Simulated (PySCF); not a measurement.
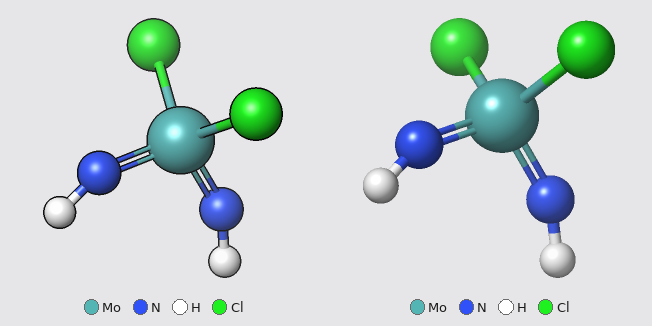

Both panels show the same species.

Charge 0, singlet. The geometry was computed by an optimisation with PBE0-D3(BJ)/def2-SVP. No frequency run is at hand to confirm it as a minimum.

Describe the molecule.

The molecule is Cl2H2MoN2. SMILES: `[NH]=[Mo](=[NH])([Cl])[Cl]`. Coordination: 1 Mo tetrahedral; 2 N bent.

The parts below concern this one geometry. Atoms keep their numbers from picture to picture.

Geometry

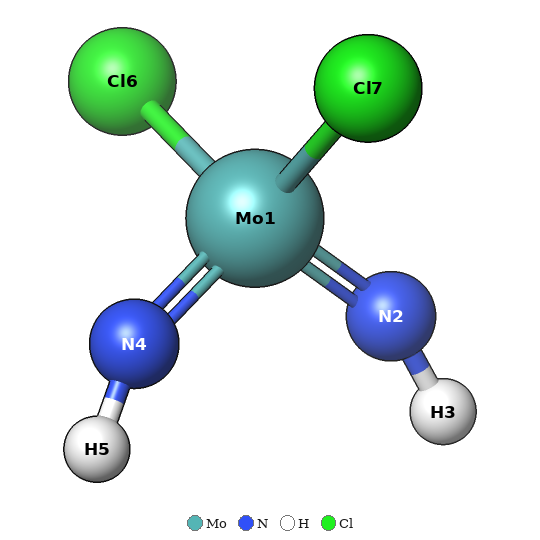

The atoms are numbered. No frequency run is at hand to confirm it as a minimum.

Give these bond angles: N2–Mo1–N4, N2–Mo1–Cl6, Cl6–Mo1–Cl7, Mo1–N2–H3.

| angle | degrees |
| --- | --- |
| N2–Mo1–N4 | 108.4 |
| N2–Mo1–Cl6 | 108.2 |
| Cl6–Mo1–Cl7 | 117.0 |
| Mo1–N2–H3 | 154.3 |

Bond orders

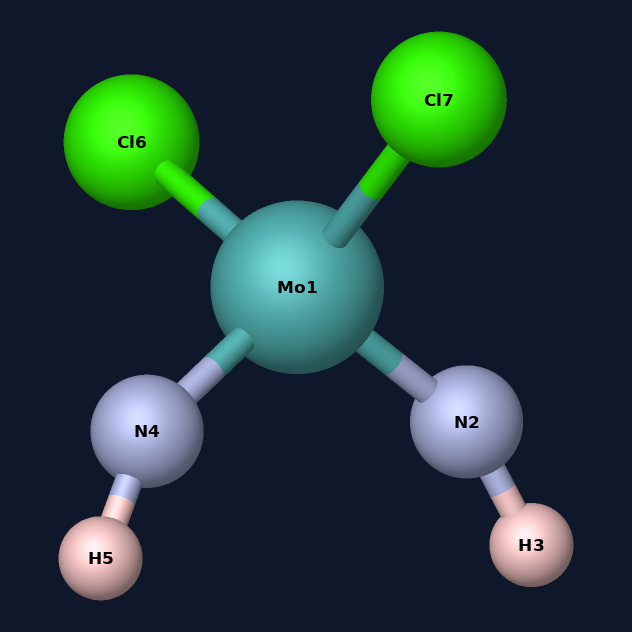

Every bond is drawn as one stick. No frequency run is at hand to confirm it as a minimum. Level of theory: PBE0/pcSseg-1 (def2-TZVP on Mo), core potentials on Mo (PySCF 2.14.0).

List the Mayer bond orders of Mo1–N2, Mo1–Cl6, N2–H3 (one bond of each equivalent set).

| bond | Mayer order | length (Å) |
| --- | --- | --- |
| Mo1–N2 | 1.99 | 1.709 |
| Mo1–Cl6 | 0.96 | 2.285 |
| N2–H3 | 0.89 | 1.020 |

Excitation

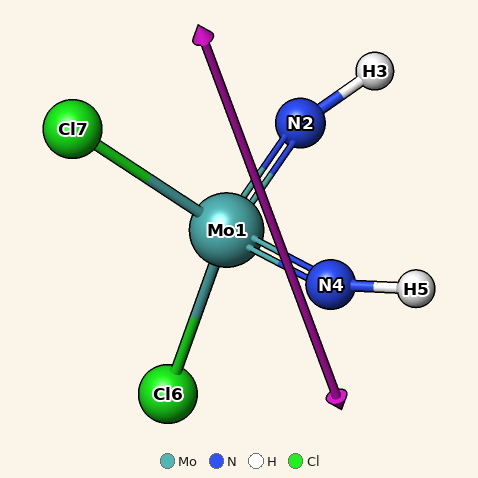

The double arrow shows the direction of the transition dipole to excited singlet state 4 (its length means nothing). No frequency run is at hand to confirm it as a minimum. Method: TDDFT CAM-B3LYP/def2-SVPD, vertical, gas phase, core orbitals frozen in the response, core potentials on Mo (PySCF 2.14.0).

**How is the transition polarised?**

Close to the long direction Cl6···Cl7.

**Give its energy, strength and character.**

4.54 eV (273 nm), oscillator strength 0.017, mainly HOMO → LUMO+1 (weight 0.62); transition dipole 0.99 D.

Polarisability

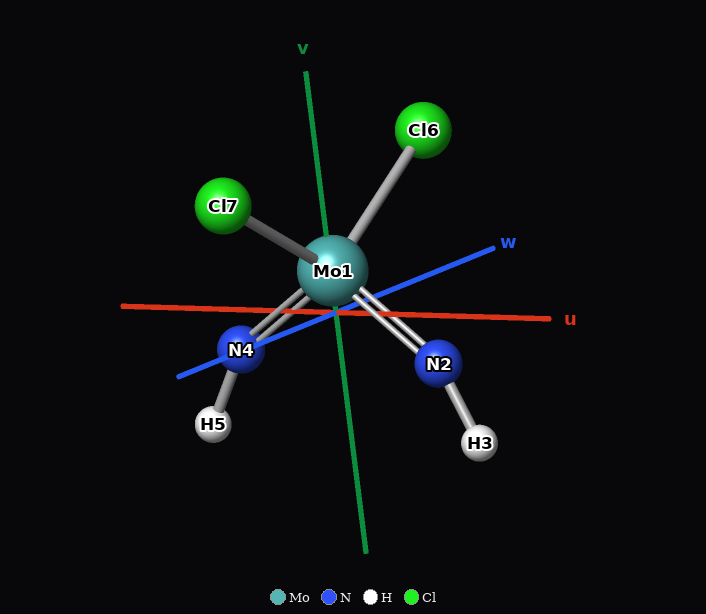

The lines u, v and w are the principal axes of the static dipole polarisability. No frequency run is at hand to confirm it as a minimum. Level of theory: CAM-B3LYP/def2-SVPD, core potentials on Mo (PySCF 2.14.0).

**Along which axis is the molecule most polarisable, and along which least?**

Most along w (close to the long direction Cl6···Cl7), least along u.

**Give the three principal values.**

u 79.5, v 84.0, w 89.3 bohr³; mean 84.3, anisotropy 8.6 bohr³.
